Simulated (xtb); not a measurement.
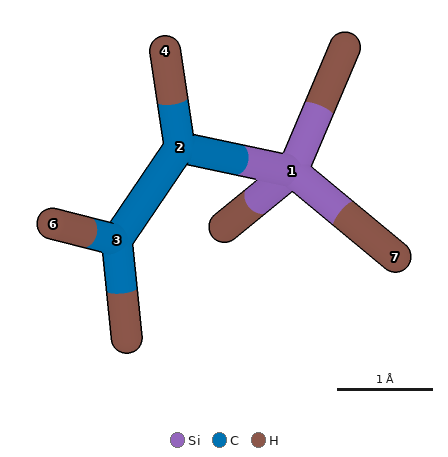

Fig. 1: The input geometry (stick view, seen at a tilt; atoms are numbered from 1 in the order of the input). Bond lengths as drawn: C–C 1.32 Å, C–H 1.08 Å, C–Si 1.88 Å and H–Si 1.46 to 1.47 Å.

Energy and gradient calculation of C2H6Si

C2H6Si (Si(vinyl)H3), computed with GFN-FF (xtb 6.7.1).

The geometry comes from this level: GFN2-xTB.

**Input (coord)**
```
$coord
     -0.334027989789      0.597285736210     -2.383738328125  si
     -0.362732929622      0.582961612186      1.177110403029  c
      0.691356302694     -1.192984102476      2.588849201692  c
     -1.305139347973      2.131422095965      2.130874075389  h
      1.655381187911     -2.786193300887      1.759202741198  h
      0.646720971631     -1.155680908776      4.629923491639  h
      2.278310507633      0.607131209320     -3.300463368443  h
     -1.642625536570      2.872289223125     -3.261572804798  h
     -1.627243165915     -1.656212667406     -3.340204308844  h
$end
```

Run as:
```bash
xtb coord --gff --uhf 0 --grad --parallel 1 > run.log 2> xtb.err
```

**The program's output**
```
* xtb version 6.7.1
   ID    Z sym.   atoms
    1   14 si     1
    2    6 c      2, 3
    3    1 h      4-9

           -------------------------------------------------
          |                Calculation Setup                |
           -------------------------------------------------

          program call               : xtb coord --gff --uhf 0 --grad --parallel 1
          coordinate file            : coord
          omp threads                :                     1

          ==================== Thresholds ====================
          CN  :   150.00000
          rep :   500.00000
          disp:  2500.00000
          HB1 :   250.00000
          HB2 :   450.00000

          Pauling EN used:
          Z : 1  EN :  2.20
          Z : 6  EN :  2.55
          Z :14  EN :  1.90
          electric field strengths (au): 0.000

           -------------------------------------------------
          |           Force Field Initialization            |
           -------------------------------------------------

          distances ...
          ----------------------------------------
          generating topology and atomic info file ...
          pair mat ...
          computing topology distances matrix with Floyd-Warshall algo ...
          making topology EEQ charges ...
          #fragments for EEQ constrain: 1
          ----------------------------------------
          generating topology and atomic info file ...
          pair mat ...
          computing topology distances matrix with Floyd-Warshall algo ...
          making topology EEQ charges ...
          #fragments for EEQ constrain: 1
          rings ...
          # BATM   32
          # H in HB   6

  atom   neighbors  erfCN metchar sp-hybrid imet pi  qest     coordinates
    1  si      4    3.47   0.04         3    0    0   0.044   -0.334028    0.597286   -2.383738
    2  c       3    2.78   0.00         2    0    1  -0.055   -0.362733    0.582962    1.177110
    3  c       3    2.80   0.00         2    0    1  -0.060    0.691356   -1.192984    2.588849
    4  h       1    0.97   0.00         0    0    0   0.027   -1.305139    2.131422    2.130874
    5  h       1    0.97   0.00         0    0    0   0.028    1.655381   -2.786193    1.759203
    6  h       1    0.97   0.00         0    0    0   0.028    0.646721   -1.155681    4.629923
    7  h       1    0.96   0.01         0    0    0  -0.004    2.278311    0.607131   -3.300463
    8  h       1    0.96   0.01         0    0    0  -0.004   -1.642626    2.872289   -3.261573
    9  h       1    0.96   0.01         0    0    0  -0.004   -1.627243   -1.656213   -3.340204

          #atoms :   9
          #bonds :   8
          #angl  :   12
          #tors  :   12
          #nmol  :   1
          #optfrag :   1
           -------------------------------------------------
          |                   G F N - F F                   |
          |          A general generic force-field          |
          |                  Version 1.0.3                  |
           -------------------------------------------------
          Number of HB bonds (bound hydrogen)     78
          Number of HB bonds (unbound hydrogen)   30
          Number of XB bonds                      0

 E+G (total)                   0 d,  0 h,  0 min,  0.000 sec
 distance/D3 list               ...        0 min,  0.000 sec (  0.976%)
 non bonded repulsion           ...        0 min,  0.000 sec ( 13.803%)
 dCN                            ...        0 min,  0.000 sec (  4.030%)
 EEQ energy and q               ...        0 min,  0.000 sec (  8.908%)
 D3                             ...        0 min,  0.000 sec ( 10.885%)
 EEQ gradient                   ...        0 min,  0.000 sec (  3.021%)
 bonds                          ...        0 min,  0.000 sec (  7.373%)
 bend and torsion               ...        0 min,  0.000 sec ( 12.487%)
 bonded ATM                     ...        0 min,  0.000 sec (  6.157%)
 HB/XB (incl list setup)        ...        0 min,  0.000 sec ( 22.256%)

         :::::::::::::::::::::::::::::::::::::::::::::::::::::
         ::                     SUMMARY                     ::
         :::::::::::::::::::::::::::::::::::::::::::::::::::::
         :: total energy              -1.221008275847 Eh    ::
         :: gradient norm              0.021781047235 Eh/a0 ::
         ::.................................................::
         :: bond energy               -1.286779564352 Eh    ::
         :: angle energy               0.017601598666 Eh    ::
         :: torsion energy             0.000072048979 Eh    ::
         :: repulsion energy           0.054051165281 Eh    ::
         :: electrostat energy        -0.002590632242 Eh    ::
         :: dispersion energy         -0.003343161210 Eh    ::
         :: HB energy                 -0.000000000419 Eh    ::
         :: XB energy                  0.000000000000 Eh    ::
         :: bonded atm energy         -0.000019730549 Eh    ::
         :: external energy            0.000000000000 Eh    ::
         :: add. restraining           0.000000000000 Eh    ::
         :: total charge               0.000000000000 e     ::
         :::::::::::::::::::::::::::::::::::::::::::::::::::::

           -------------------------------------------------
          |                Property Printout                |
           -------------------------------------------------

molecular dipole:
                 x           y           z       tot (Debye)
 q only:       -0.001       0.002      -0.035       0.090

           -------------------------------------------------
          | TOTAL ENERGY               -1.221008275847 Eh   |
          | GRADIENT NORM               0.021781047235 Eh/α |
           -------------------------------------------------
########################################################################
[WARNING] Runtime exception occurred
-1- gfnff_setup: Could not read topology file.
########################################################################

------------------------------------------------------------------------
------------------------------------------------------------------------
 total:
 *  cpu-time:     0 d,  0 h,  0 min,  0.005 sec
 * ratio c/w:     1.000 speedup
 SCF:
 *  cpu-time:     0 d,  0 h,  0 min,  0.001 sec
 * ratio c/w:     0.999 speedup
```

**Standard error**
```
normal termination of xtb
```

**Summary**

```json
{"quantity": "outcome", "value": "converged"}
{"quantity": "total energy", "value": "−1.221008 hartree"}
{"quantity": "dispersion energy", "value": "−0.003343 hartree"}
{"quantity": "largest force", "value": "0.838 eV/Å"}
{"quantity": "dipole moment", "value": "0.09 D"}
{"quantity": "hardware", "value": "1 thread of AMD EPYC 7571, 176 GiB of memory available, shared host"}
{"quantity": "peak memory", "value": "0.069 GiB"}
```
